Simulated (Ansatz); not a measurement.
CH₃OTe (SMILES CO[Te-]) (charge −1)

```yaml
atoms:
  - { symbol: C, position_ang: [-1.9867, 2.1449, 0.5411] }
  - { symbol: O, position_ang: [-1.9413, 0.7773, 0.3594] }
  - { symbol: Te, position_ang: [-3.7976, -0.1749, 0.4113] }
  - { symbol: H, position_ang: [-0.9508, 2.5399, 0.4945] }
  - { symbol: H, position_ang: [-2.4170, 2.4392, 1.5231] }
  - { symbol: H, position_ang: [-2.5833, 2.6676, -0.2379] }
```

Geometry: PBE0-D3(BJ)/def2-SVPD; core potentials replace the inner electrons of Te.

The calculation used Ansatz 0.2.0, isolated molecule in a Gaussian basis; Kohn-Sham density functional theory, functional PBE0.

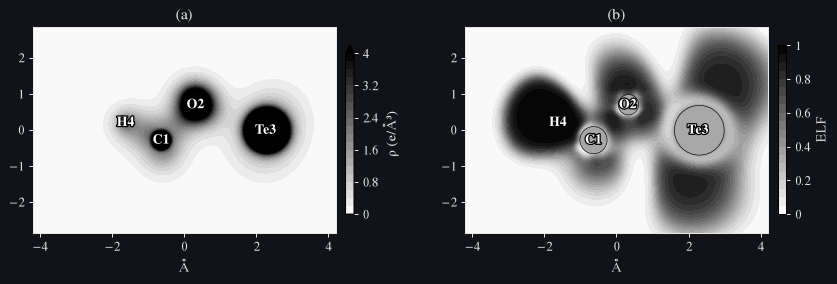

Figure 1. (a) electron density; (b) ELF on the plane of atoms O2, C1 and H4. Grey discs cover the atomic cores in the ELF map.

**Read the bonding off the picture.**

- The section cuts through C, O, Te and H sites.
- C–O (1.38 Å): ρ is about 2.2 e/Å³ halfway, with its minimum of 1.9 e/Å³ about 0.5 Å from C; the ELF peaks at about 0.90 between the atoms, as expected for a shared but strongly polarised pair.
- Te–O (2.09 Å): ρ at the midpoint is about 0.67 e/Å³; the ELF peaks at about 0.85 between the atoms; a polar covalent bond.
- C–H (1.11 Å): ρ is about 1.9 e/Å³ halfway; the ELF climbs to about 1 towards the hydrogen, as it does in any bond to H: a covalent bond by its length.
- The ELF also peaks beside Te3 and O2, away from the bonds: lone-pair regions.

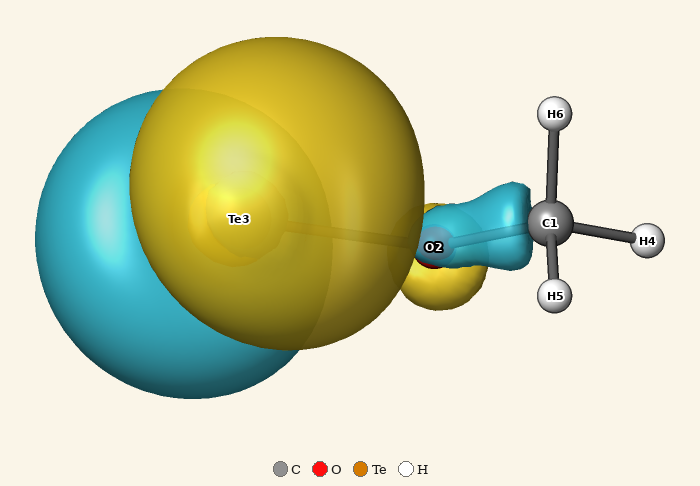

Figure 2. The HOMO−1 at ±0.1 Å⁻³ᐟ² (yellow and cyan are the two phases), seen from one side.

**Where does this orbital lie, and at what energy?**

By Hirshfeld shares it lies mainly on Te3 (about 95 %). Its energy is −0.49 eV.
